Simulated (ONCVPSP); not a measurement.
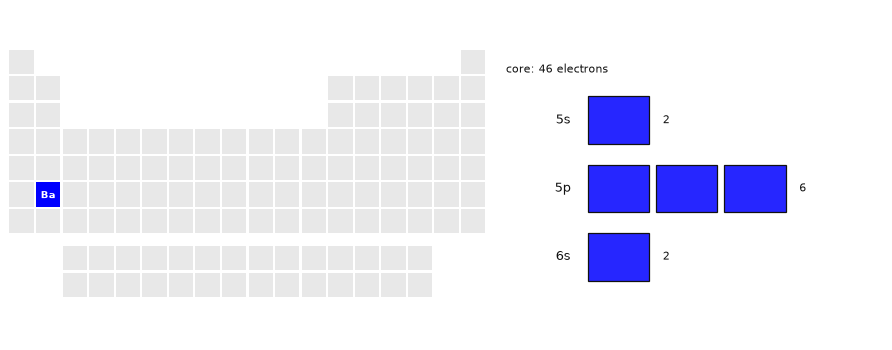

**Figure 1.** Left, the place of barium in the periodic table; right, the valence shells of the reference configuration: a box for each of the 2l + 1 orbitals, shaded by the share of the shell that is filled, with the electron count at the right.

Pseudopotential generation, with input and output: Ba

System: barium (Ba, Z = 56), core [Kr] 4d10, reference valence 5s2 5p6 6s2, valence charge 10.
Method: ONCV potential, LDA (Perdew-Wang 92), scalar-relativistic, made with ONCVPSP 4.0.1.

### Key numbers

- outcome: generated
- cutoffs needed: 10 Ha and 13 Ha (the cutoffs at which the residual kinetic energy of the hardest occupied pseudo-wave falls to 1 and 0.1 mHa per electron)
- ghost test: no bound ghost flagged; no localised positive-energy state flagged
- largest excitation error: -164 meV (all-electron minus pseudo) for 5s1 5p6 6s2, out of 4 test configurations
- range over which the phases arctan(r R′/R) at the test radius agree within 0.05 rad (a looser test near the poles than one of phase shifts): s: up to about 4.4 Ha; p: over the whole range computed; d: up to about 2.0 Ha; f: not judged, local potential alone
- hardware: 1 CPU thread, shared host
- wall time: 3.2 s

### Remarks

Warnings of the program, in the generation or the tests: wellstate: moderately localized bound state found for n= 5 l= 2.

### Input file
```
# ATOM AND REFERENCE CONFIGURATION
# atsym  z   nc   nv     iexc    psfile
  Ba 56.00    9    3  -001012      upf
#
#   n    l    f
    1    0    2.00
    2    0    2.00
    2    1    6.00
    3    0    2.00
    3    1    6.00
    3    2   10.00
    4    0    2.00
    4    1    6.00
    4    2   10.00
    5    0    2.00
    5    1    6.00
    6    0    2.00
#
# PSEUDOPOTENTIAL AND OPTIMIZATION
# lmax
    2
#
#   l,   rc,      ep,       ncon, nbas, qcut
    0    2.70    0.00    4    7    3.90
    1    2.35    0.00    3    8    6.00
    2    2.35    0.03    4    8    4.00
#
# LOCAL POTENTIAL
# lloc, lpopt,  rc(5),   dvloc0
    2    5    2.35    0.00
#
# VANDERBILT-KLEINMAN-BYLANDER PROJECTORs
# l, nproj, debl
    0    3    3.50
    1    2    1.40
    2    0    0.70
#
# MODEL CORE CHARGE
# icmod, fcfact, rcfact
    0    0.00    0.00
#
# LOG DERIVATIVE ANALYSIS
# epsh1, epsh2, depsh
   -3.00    5.00    0.02
#
# OUTPUT GRID
# rlmax, drl
    6.00    0.01
#
# TEST CONFIGURATIONS
# ncnf
    4
# nvcnf
#   n    l    f
    3
    5    0    2.00
    5    1    6.00
    6    0    1.00
#
    3
    5    0    2.00
    5    1    6.00
    6    0    0.00
#
    3
    5    0    2.00
    5    1    6.00
    6    0    1.50
#
    3
    5    0    1.00
    5    1    6.00
    6    0    2.00
#
```

Command:
```bash
oncvpsp.x < Ba.dat > Ba.out
```

### Output (extracts)
```
ONCVPSP  (Optimized Norm-Conservinng Vanderbilt PSeudopotential)
scalar-relativistic version 4.0.1

#   n    l    f        energy (Ha)
    1    0    2.00    -1.3678413E+03
    2    0    2.00    -2.1623962E+02
    2    1    6.00    -1.9400545E+02
    3    0    2.00    -4.5627191E+01
    3    1    6.00    -3.8498500E+01
    3    2   10.00    -2.8116590E+01
    4    0    2.00    -8.9395256E+00
    4    1    6.00    -6.6375995E+00
    4    2   10.00    -3.2947127E+00
    5    0    2.00    -1.2423078E+00
    5    1    6.00    -6.9107538E-01
    6    0    2.00    -1.2301804E-01

Reference configufation results
  iterations    25
  all-electron total energy (Ha)   -8.12931106D+03

Begin loop to  construct optimized pseudo wave functions
and semi-local pseudopoentials for all angular momenta

   Wellstate for l =  0  n =  9
     eigenvalue =   3.3770
     asymptotic potential =   3.8770
     half-point radius =  4.9544

Calculating optimized projector #   1

 for l=   0

    Fraction of norm inside rc  0.958714
    Optimizing pswf for qcut=   3.90 a_B^-1,  ecut=   7.60 Ha
    Residual kinetic energy error=  4.09D-05 Ha

    Energy error per electron        Cutoff
         Ha          eV             Ha
         0.01000     0.27211        2.53
         0.00100     0.02721        5.50
         0.00010     0.00272        7.19
         0.00001     0.00027       15.40

Calculating optimized projector #   2

 for l=   0

    Fraction of norm inside rc  0.074346
    Optimizing pswf for qcut=   3.90 a_B^-1,  ecut=   7.60 Ha
    Residual kinetic energy error=  5.63D-05 Ha

    Energy error per electron        Cutoff
         Ha          eV             Ha
         0.01000     0.27211        1.63
         0.00100     0.02721        5.20
         0.00010     0.00272        7.22
         0.00001     0.00027       15.31

Calculating optimized projector #   3

 for l=   0

    Fraction of norm inside rc  0.116333
    Optimizing pswf for qcut=   3.90 a_B^-1,  ecut=   7.60 Ha
    Residual kinetic energy error=  1.11D-02 Ha

    Energy error per electron        Cutoff
         Ha          eV             Ha
         0.01000     0.27211        7.62
         0.00100     0.02721       15.84
         0.00010     0.00272       28.32
         0.00001     0.00027       32.26

   Wellstate for l =  1  n =  7
     eigenvalue =   0.7089
     asymptotic potential =   1.2089
     half-point radius =  6.1368

Calculating optimized projector #   1

 for l=   1

    Fraction of norm inside rc  0.770605
    Optimizing pswf for qcut=   6.00 a_B^-1,  ecut=  18.01 Ha
    Residual kinetic energy error=  1.50D-07 Ha

    Energy error per electron        Cutoff
         Ha          eV             Ha
         0.01000     0.27211        6.23
         0.00100     0.02721       10.50
         0.00010     0.00272       13.02
         0.00001     0.00027       15.08

Calculating optimized projector #   2

 for l=   1

    Fraction of norm inside rc  0.085472
    Optimizing pswf for qcut=   6.00 a_B^-1,  ecut=  18.01 Ha
    Residual kinetic energy error=  2.99D-07 Ha

    Energy error per electron        Cutoff
         Ha          eV             Ha
         0.01000     0.27211        4.02
         0.00100     0.02721       10.43
         0.00010     0.00272       13.23
         0.00001     0.00027       15.43

WARNING wellstate: moderately localized bound state found for n= 5 l=  2
WARNING scattering state with energy  0.05000000
WARNING will be used for the first projector

   Wellstate for l =  2  n =  6
     eigenvalue =   0.0500
     asymptotic potential =   0.5500
     half-point radius = 23.3636

Calculating optimized projector #   1

 for l=   2

    Fraction of norm inside rc  0.057275
    Optimizing pswf for qcut=   3.99 a_B^-1,  ecut=   7.98 Ha
    Residual kinetic energy error=  1.46D-06 Ha

    Energy error per electron        Cutoff
         Ha          eV             Ha
         0.01000     0.27211        2.43
         0.00100     0.02721        4.08
         0.00010     0.00272        5.44
         0.00001     0.00027        6.78

Construct Vanderbilt / Kleinmman-Bylander projectors

B matrix Hermiticity error, ll=   0
   1   2    6.5092E-05
   1   3   -3.3358E-04
   2   3    1.0242E-04

  Orthonormal projector coefficients  3.8599E+00  6.6837E-01 -8.6755E-02

B matrix Hermiticity error, ll=   1
   1   2   -9.7372E-05

  Orthonormal projector coefficients  2.0348E+00 -2.1192E-01

Pseudoatom total energy  -25.717896

Diagnostic tests using Vanderbilt-Kleinman-Bylander pseudopotentials
  1 or more projectors used as specified by nproj input data

   l    rcore       rmatch      e in        delta e   norm test  slope test

   0   2.7072060   2.7894026  -1.2423078   0.0000004   1.0001004   1.0000952
   0   2.7072060   2.7894026  -0.1230180   0.0000006   1.0000160   1.0000134
   0   2.7072060   2.7894026   3.3769820   0.0000289   1.0002632   1.0002632

   1   2.3592162   2.4308471  -0.6910754   0.0000006   1.0000712   1.0000824
   1   2.3592162   2.4308471   0.7089246   0.0000122   1.0001734   1.0001734

   2   2.3592162   2.4308471   0.0500000   0.0000009   1.0000006   1.0000006

 Testing for bound ghosts
   n   l    E NL Schr. Eq   E Basis Diag.   E Cutoff

   1   0       -1.242307       -1.242306     36.12
   2   0       -0.123017       -0.108175     36.12

   2   1       -0.691075       -0.691048     54.45

 Testing for highly-localized positive-energy ghosts
       l    <radius>/rc     E Basis Diag.   E Cutoff

Test configuration 0

   n   l     f        eae           eps        diff
   1   0  2.0000-1367.84131055
   2   0  2.0000 -216.23961750
   2   1  6.0000 -194.00544878
   3   0  2.0000  -45.62719053
   3   1  6.0000  -38.49850019
   3   2 10.0000  -28.11659038
   4   0  2.0000   -8.93952558
   4   1  6.0000   -6.63759955
   4   2 10.0000   -3.29471275
   5   0  2.0000   -1.24230778   -1.24230739    3.84D-07
   5   1  6.0000   -0.69107538   -0.69107475    6.30D-07
   6   0  2.0000   -0.12301804   -0.12301739    6.48D-07

    Total energies and differences
      AE_ref= -8.12931106D+03  AE_tst= -8.12931106D+03  dif=  0.00D+00
      PS_ref= -2.57178956D+01  PS_tst= -2.57178956D+01  dif= -1.78D-14
      PSP excitation error=  1.78D-14

Test configuration 1

   n   l     f        eae           eps        diff
   1   0  2.0000-1368.05549131
   2   0  2.0000 -216.45359895
   2   1  6.0000 -194.21942472
   3   0  2.0000  -45.84105306
   3   1  6.0000  -38.71235993
   3   2 10.0000  -28.33046513
   4   0  2.0000   -9.15291753
   4   1  6.0000   -6.85091930
   4   2 10.0000   -3.50786454
   5   0  2.0000   -1.45324126   -1.45367705   -4.36D-04
   5   1  6.0000   -0.90012855   -0.90019751   -6.90D-05
   6   0  1.0000   -0.28740565   -0.28743204   -2.64D-05

    Total energies and differences
      AE_ref= -8.12931106D+03  AE_tst= -8.12910752D+03  dif=  2.04D-01
      PS_ref= -2.57178956D+01  PS_tst= -2.55143265D+01  dif=  2.04D-01
      PSP excitation error= -2.98D-05

Test configuration 2

   n   l     f        eae           eps        diff
   1   0  2.0000-1368.30718126
   2   0  2.0000 -216.70490986
   2   1  6.0000 -194.47072442
   3   0  2.0000  -46.09213091
   3   1  6.0000  -38.96343239
   3   2 10.0000  -28.58156747
   4   0  2.0000   -9.40308896
   4   1  6.0000   -7.10095369
   4   2 10.0000   -3.75758517
   5   0  2.0000   -1.69874207   -1.70001354   -1.27D-03
   5   1  6.0000   -1.14191239   -1.14215949   -2.47D-04

    Total energies and differences
      AE_ref= -8.12931106D+03  AE_tst= -8.12873390D+03  dif=  5.77D-01
      PS_ref= -2.57178956D+01  PS_tst= -2.51406102D+01  dif=  5.77D-01
      PSP excitation error= -1.33D-04

Test configuration 3

   n   l     f        eae           eps        diff
   1   0  2.0000-1367.94308186
   2   0  2.0000 -216.34131306
   2   1  6.0000 -194.10714172
   3   0  2.0000  -45.72884160
   3   1  6.0000  -38.60015010
   3   2 10.0000  -28.21824605
   4   0  2.0000   -9.04099495
   4   1  6.0000   -6.73904080
   4   2 10.0000   -3.39608840
   5   0  2.0000   -1.34281899   -1.34298987   -1.71D-04
   5   1  6.0000   -0.79083735   -0.79086158   -2.42D-05
   6   0  1.5000   -0.20273179   -0.20273876   -6.98D-06

    Total energies and differences
      AE_ref= -8.12931106D+03  AE_tst= -8.12922988D+03  dif=  8.12D-02
      PS_ref= -2.57178956D+01  PS_tst= -2.56367060D+01  dif=  8.12D-02
      PSP excitation error= -9.41D-06

Test configuration 4

   n   l     f        eae           eps        diff
   1   0  2.0000-1368.30639220
   2   0  2.0000 -216.70068906
   2   1  6.0000 -194.46658261
   3   0  2.0000  -46.08645096
   3   1  6.0000  -38.95773329
   3   2 10.0000  -28.57597601
   4   0  2.0000   -9.39127541
   4   1  6.0000   -7.08806128
   4   2 10.0000   -3.74159631
   5   0  1.0000   -1.63080306   -1.64272893   -1.19D-02
   5   1  6.0000   -1.05567263   -1.05808944   -2.42D-03
   6   0  2.0000   -0.33897110   -0.33965839   -6.87D-04

    Total energies and differences
      AE_ref= -8.12931106D+03  AE_tst= -8.12787886D+03  dif=  1.43D+00
      PS_ref= -2.57178956D+01  PS_tst= -2.42796831D+01  dif=  1.44D+00
      PSP excitation error= -6.01D-03
```

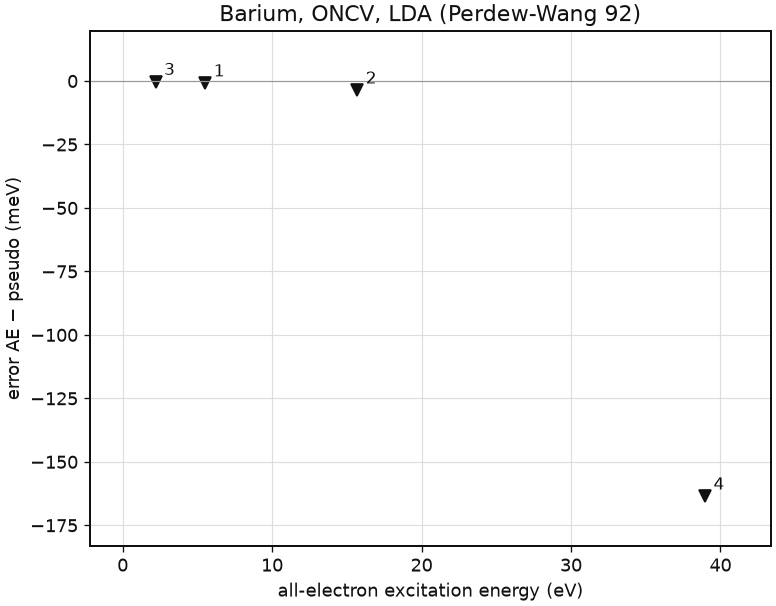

**Figure 2.** Errors, all-electron minus pseudo, of the energies of valence configurations relative to the unpolarised reference 5s2 5p6 6s2. Points: 1 = 5s2 5p6 6s1; 2 = 5s2 5p6 6s0; 3 = 5s2 5p6 6s1.5; 4 = 5s1 5p6 6s2.

- Worst configuration: 5s1 5p6 6s2 (charge +1): the error is -164 meV on an all-electron energy of +38.97 eV relative to the reference, or 0.42 %.
- Configurations within 10 meV and within 50 meV: 3 and 3 of 4.
- Errors in meV: 5s2 5p6 6s1: -0.8; 5s2 5p6 6s0: -3.6; 5s2 5p6 6s1.5: -0.3; 5s1 5p6 6s2: -164.

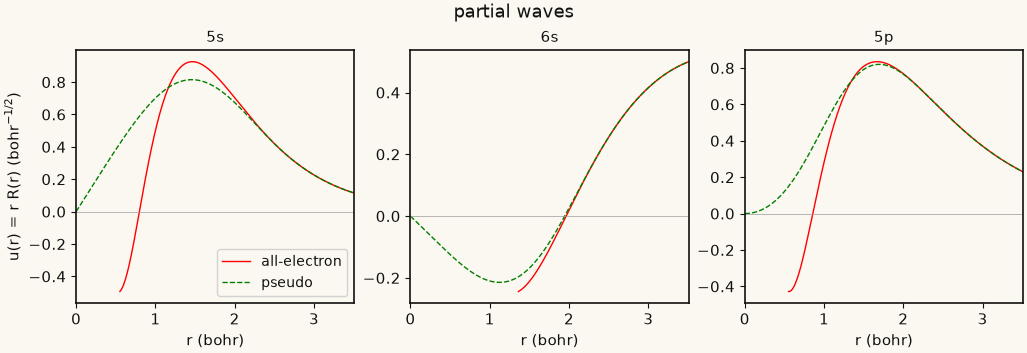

**Figure 3.** Pseudo-waves (dashed) against the all-electron radial functions (solid). The innermost oscillations of some all-electron curves aren't drawn. Reference configuration 5s2 5p6 6s2.

- Matching radii: 5s at 2.70 bohr; 6s at 2.70 bohr; 5p at 2.35 bohr. The curves merge smoothly, so the plot gives these only roughly.
- Nodes of the pseudo-waves: 5s has no node; 6s has a node at about 1.9 bohr; 5p has no node. A node in 6s is expected, since a lower shell of the same l is also in the valence and the two must stay orthogonal.
- Cutoffs needed: 10 Ha (loose) and 13 Ha (tight), as the cutoffs at which the residual kinetic energy of the hardest occupied pseudo-wave falls to 1 and 0.1 mHa per electron.

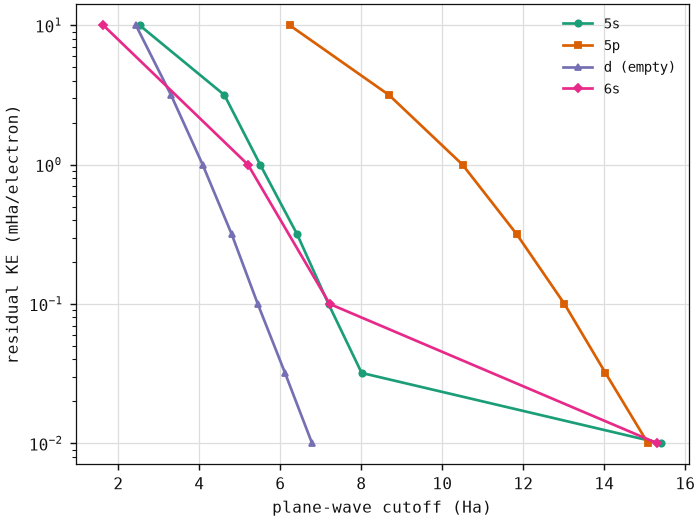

**Figure 4.** Residual kinetic energy of the pseudo-waves (the first of each channel, and further valence shells) beyond the plane-wave cutoff, as the generator prints it.

- Hardest wave at 1 mHa per electron: 5p, with rc = 2.35 bohr and qcut = 6 1/bohr. The optimisation minimises, but can't always remove, the kinetic energy above qcut²/2 = 18.0 Ha, and a larger rc would as a rule soften the wave at some cost in transferability.
- Cutoffs for the occupied states: 10 Ha for 1 mHa and 13 Ha for 0.1 mHa per electron. The first is set by 5p.
- Cutoffs for 1 mHa per electron: 5p: 10 Ha; 5s: 5.5 Ha; 6s: 5.2 Ha; d (empty): 4.1 Ha.
